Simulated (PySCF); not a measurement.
**CH2F (SMILES [CH2]F): U-wB97X-V/STO-6G**

What is the vertical doublet–quartet gap of CH2F at U-wB97X-V/STO-6G? Input form: a Python script.

The results are computed with PySCF 2.14.0.

9 further runs of the same task are left out: 9 set aside as unsound or not needed.

## Step 1: Starting point

CH2F has 4 atoms, charge 0, and is taken as a doublet. As SMILES, `[CH2]F`. The shape is that of a PBE0-D4/def2-TZVP optimisation.

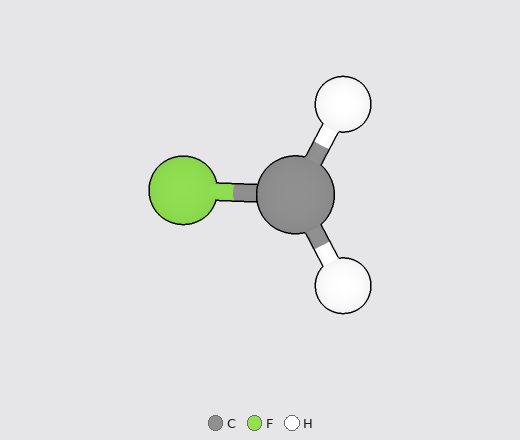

The structure, seen from a chosen angle (carbon grey, fluorine green, hydrogen white).

## Step 2: A single-point energy at U-wB97X-V/STO-6G

Contents of calc.py:

```python
# [CH2]F
from pyscf import gto, dft

mol = gto.M(
    atom='''
C   -0.030100  -0.057600  -0.131100
F    0.950000   0.694000   0.364600
H   -0.946900   0.472300  -0.352500
H    0.027000  -1.108700   0.119000
''',
    max_memory=1860,
    charge=0,
    spin=1,
    basis='sto-6g',
    verbose=3,
)

calc0 = dft.UKS(mol)
calc0.xc = 'wb97x-v'
calc0.conv_tol = 1e-10
calc0.nlcgrids.level = 1
calc0.grids.level = 5
calc0.kernel()
if not calc0.converged:
    calc0 = calc0.newton().run(calc0.mo_coeff, calc0.mo_occ)

etot = calc0.e_tot
print('E = %.10f Eh' % etot)
```

Started as:

```
$ OMP_NUM_THREADS=1 python calc.py
```

The program printed:

```text
WARN: HOMO -0.0447995519340149 >= LUMO -0.0447995519340145

converged SCF energy = -138.417570913751  <S^2> = 0.75208512  2S+1 = 2.002084
E = -138.4175709138 Eh
```

Run time: 20 s. Hardware: 1 thread of AMD EPYC 7B13 (Zen 3), shared host; peak memory 0.17 GiB.

## Step 3: The quartet, same level

Contents of job.py:

```python
from pyscf import gto, dft

mol = gto.M(
    atom=[
    ('C', (-0.030100, -0.057600, -0.131100)),
    ('F', (0.950000, 0.694000, 0.364600)),
    ('H', (-0.946900, 0.472300, -0.352500)),
    ('H', (0.027000, -1.108700, 0.119000)),
],
    spin=3,
    basis='sto-6g',
    max_memory=1860,
    verbose=3,
    charge=0,
)

ks = dft.UKS(mol)
ks.xc = 'wb97x-v'
ks.conv_tol = 1e-10
ks.nlcgrids.level = 1
ks.grids.level = 5
ks.kernel()
if not ks.converged:
    ks = ks.newton().run(ks.mo_coeff, ks.mo_occ)

e_final = ks.e_tot
print('E = %.10f Eh' % e_final)
```

Started as:

```
$ OMP_NUM_THREADS=1 python job.py
```

The program printed:

```text
WARN: HOMO 0.317526952782634 >= LUMO -0.364670862483693

WARN: HOMO 0.230713624155566 >= LUMO 0.0630969399353609

WARN: HOMO 0.162947377778062 >= LUMO -0.0192506054124965

WARN: HOMO 0.136068550796171 >= LUMO -0.0112267281515617

WARN: HOMO 0.136405398927523 >= LUMO -0.00722509529406645

WARN: HOMO 0.134108760242587 >= LUMO -0.00938590235428816

WARN: HOMO 0.134180280894095 >= LUMO -0.00806909407874956

WARN: HOMO 0.134225296381156 >= LUMO -0.00796256129357975

WARN: HOMO 0.134352708226361 >= LUMO -0.00810892783652895

WARN: HOMO 0.13430593347708 >= LUMO -0.00803517774711482

WARN: HOMO 0.134314120593285 >= LUMO -0.00804606011337594

WARN: HOMO 0.134315115030412 >= LUMO -0.00804691719281636

WARN: HOMO 0.134314790514179 >= LUMO -0.00804670977773936

converged SCF energy = -137.952703139836  <S^2> = 3.7506311  2S+1 = 4.0003155
E = -137.9527031398 Eh
```

Wall time 23 s (1 thread of AMD EPYC 7B13 (Zen 3), shared host); peak memory 0.18 GiB.

## Step 4: What came out

Level: U-wB97X-V/STO-6G.

| quantity | value |
| --- | --- |
| doublet: total energy | -138.41757 Eh |
| doublet: dipole moment | 0.50 D |
| doublet: HOMO energy (highest over α and β) | -5.83 eV |
| doublet: LUMO energy (lowest over α and β) | 4.88 eV |
| doublet: ⟨S²⟩ | 0.752 |
| quartet: total energy | -137.95270 Eh |
| quartet: dipole moment | 0.98 D |
| quartet: ⟨S²⟩ | 3.751 |
| vertical energy of the quartet above the doublet | 12.650 eV |

What this shows: At this shape the quartet lies 12.65 eV (292 kcal/mol) above the doublet. In a minimal basis such a difference can be off by several eV, whatever the method. Mulliken charges (doublet) run from -0.08 on C1 to +0.07 on H3. Mulliken charges (quartet) run from -0.31 on C1 to +0.22 on F2; they depend strongly on the basis.
